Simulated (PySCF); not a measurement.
```xyz
24

C     2.7117   -0.5830    1.6742
C     2.7918   -1.5892    0.5335
C     2.4926   -0.9371   -0.8231
C     1.1351   -0.4394   -0.8853
C    -0.0034   -0.0437   -0.9230
C    -1.3150    0.4436   -0.9238
C    -2.3190    0.2611   -1.8063
Si   -3.5543    1.3045   -0.8483
C    -1.9023    1.3285    0.1618
C    -1.8810    0.6906    1.5419
H     1.7245   -0.1271    1.7044
H     3.4493    0.2064    1.5418
H     2.8975   -1.0706    2.6286
H     2.0758   -2.3957    0.7072
H     3.7920   -2.0278    0.4992
H     3.1818   -0.1025   -0.9879
H     2.6431   -1.6666   -1.6252
H    -2.2759   -0.3122   -2.7190
H    -3.9725    2.5848   -1.4189
H    -4.6713    0.6200   -0.1987
H    -1.3865    2.2916    0.2082
H    -2.3708   -0.2813    1.5181
H    -2.3985    1.3197    2.2639
H    -0.8565    0.5454    1.8861
```

Geometry: GFN2-xTB.

The calculation used PBE0/pcSseg-1, SCF density, gas phase, non-relativistic in PySCF.

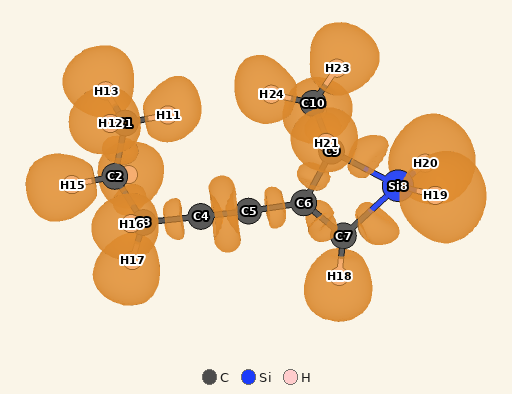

C$_{9}$H$_{14}$Si (SMILES CCCC#CC1=C[SiH2][C@H]1C). Isosurface of the electron localisation function at 0.8 (orange), seen across its widest extent. Only the valence region is drawn (cores and ρ < 0.01 e/Å³ removed).

Identify the bonds, lone pairs and shells in this picture.

The ELF exceeds this value in eight regions between bonded C–C atoms (shared pairs), two regions between bonded C–Si atoms (shared pairs) and 14 regions around hydrogen nuclei. Profiles from the grid: C–C (1.21 Å): the ELF peaks at about 0.85 between the atoms: a multiple bond. C–Si (1.88 Å): the ELF peaks at about 0.95 between the atoms, as expected for a covalent bond.
